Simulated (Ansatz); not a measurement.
**C₂H₇Si (SMILES C[SiH]C) (doublet): density, localisation and related maps**

Input

```
crystal:
  periodic: [false, false, false]
  atoms:
    - symbol: C
      position_ang: [0.676744, -1.485356, 0.442579]
    - symbol: C
      position_ang: [3.175032, 0.301126, -0.119651]
    - symbol: Si
      position_ang: [1.292837, 0.191930, -0.160223]
    - symbol: H
      position_ang: [0.999019, -1.675051, 1.478077]
    - symbol: H
      position_ang: [-0.421902, -1.539600, 0.412133]
    - symbol: H
      position_ang: [1.075461, -2.296061, -0.191296]
    - symbol: H
      position_ang: [0.785026, 0.465632, -1.547061]
    - symbol: H
      position_ang: [3.622787, -0.472586, -0.766873]
    - symbol: H
      position_ang: [3.524026, 1.283062, -0.473060]
    - symbol: H
      position_ang: [3.556770, 0.150946, 0.902030]
basis:
  gaussian: {orbitals: def2-TZVPD}
magnetization: {spin_polarized: true, initial_magnetization: 1}
hamiltonian: {xc: pbe0}
output: {forces: true, orbitals: {seedname: orbitals}}
```

Run with:

```sh
ansatz run input.yaml --threads 2 --pin off --max-ram 4350MiB --events-out events.jsonl --progress --plain --runs-dir runs
```

Geometry: PBE0-D3(BJ)/def2-SVP.

Method: Ansatz, isolated molecule in a Gaussian basis; Kohn-Sham density functional theory, functional PBE0.

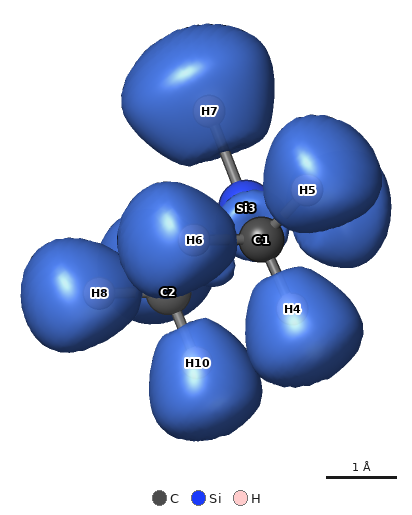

Figure 1. Isosurface of the electron localisation function at 0.85 (blue), seen at an oblique angle. Core shells and regions of very low density are left out.

Q: Identify the bonds, lone pairs and shells in this picture.

A: The ELF exceeds this value in two regions between bonded C–Si atoms (shared pairs), seven regions around hydrogen nuclei and one lobe on Si, pointing away from the bonds (non-bonding electrons).


C–Si (1.89 Å): the ELF peaks at about 0.95 between the atoms: a covalent bond. C–H (1.10 Å): the ELF climbs to about 1 towards the hydrogen, as it does in any bond to H: a covalent bond by its length.

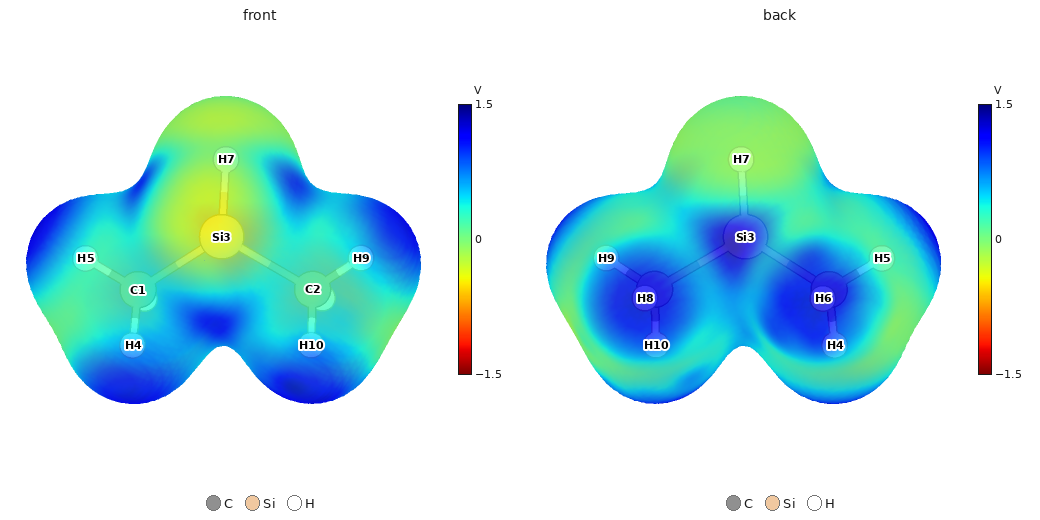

Figure 2. The electrostatic potential painted on the density surface at 0.004 e/bohr³, seen from the front and from behind; red is negative and blue positive.

Q: Where is the surface potential most negative and most positive?

A: The most negative region (about −0.4 V, or −9 kcal/mol for a unit charge) lies over H7, the most positive (about +1.3 V, or +30 kcal/mol for a unit charge) over the H and Si atoms.

Q: What dipole moment does the calculation give?

A: Its dipole moment is 0.91 D.

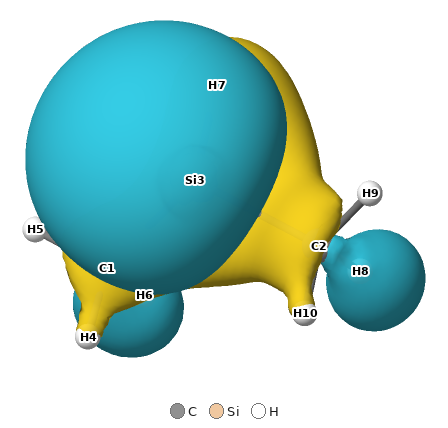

Figure 3. The LUMO (β) at ±0.08 Å⁻³ᐟ² (yellow and cyan are the two phases), seen at a tilt.

Q: Describe this orbital and give its energy.

A: By Hirshfeld shares it lies mainly on Si3 (about 75 %), C1 (about 5 %), C2 (about 5 %) and H7 (about 5 %). Its energy is −1.75 eV.
